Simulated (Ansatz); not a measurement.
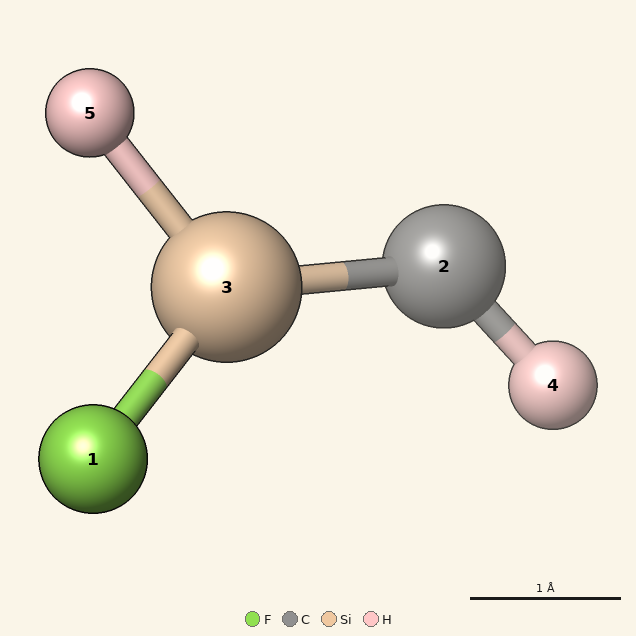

Orthographic view. Distant atoms are faded towards the background colour. Charge −1, singlet. The computed structure is the end point of a PBE0-D4/def2-TZVPD optimisation. No frequency run is at hand to confirm it as a minimum.

Give the geometry as a Z-matrix, atoms in numerical order, with these reference atoms: 2 to 1; 3 to 1, 2; 4 to 2, 3, 1; 5 to 3, 1, 2.

```
F  
C    1   3.126
Si   1   1.662   2    20.4
H    2   1.093   3   126.5   1     0.0
H    3   1.492   1    99.3   2   180.0
```
